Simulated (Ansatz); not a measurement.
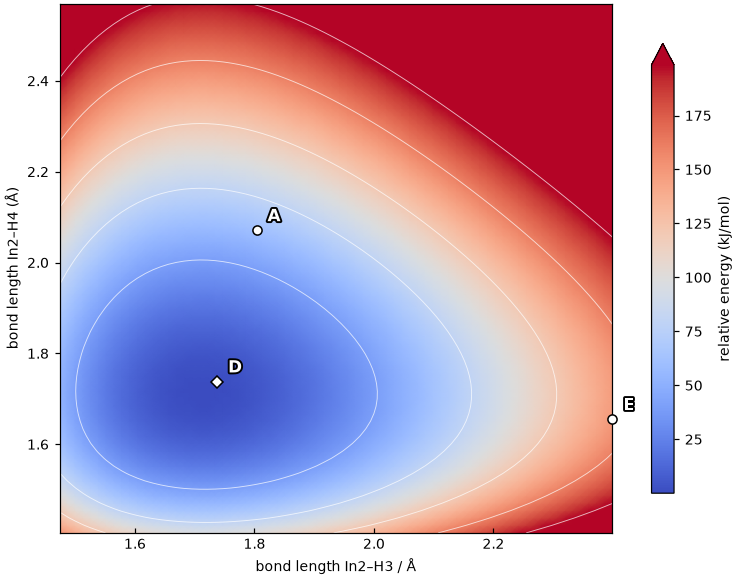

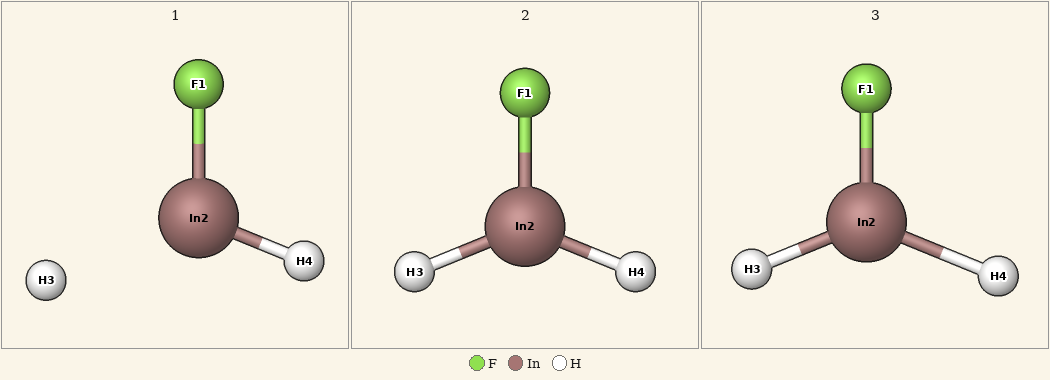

FH2In, SMILES [F][InH2]. The first coordinate is: bond length In2–H3; the second: bond length In2–H4. Nothing is relaxed (all other coordinates rigid). Grid: 15 × 15 points. Energies are in kJ/mol, from the relaxed molecule at the same level. The reference is spin-restricted, which grows unreliable where a bond is stretched far. Method: Ansatz, RHF/def2-TZVP.

In the figure: a smooth colour map with a few white contour lines, one colour for all values above the top of the scale, lettered points. Between grid points the surface is interpolated. The numbered pictures are the structures at these points, in random order.

### Which structure belongs to which point?

A is structure 3: bond length In2–H3 = 1.804 Å, bond length In2–H4 = 2.071 Å, 61 kJ/mol; D is structure 2: bond length In2–H3 = 1.738 Å, bond length In2–H4 = 1.738 Å, 0.8 kJ/mol; E is structure 1: bond length In2–H3 = 2.399 Å, bond length In2–H4 = 1.655 Å, 149 kJ/mol.
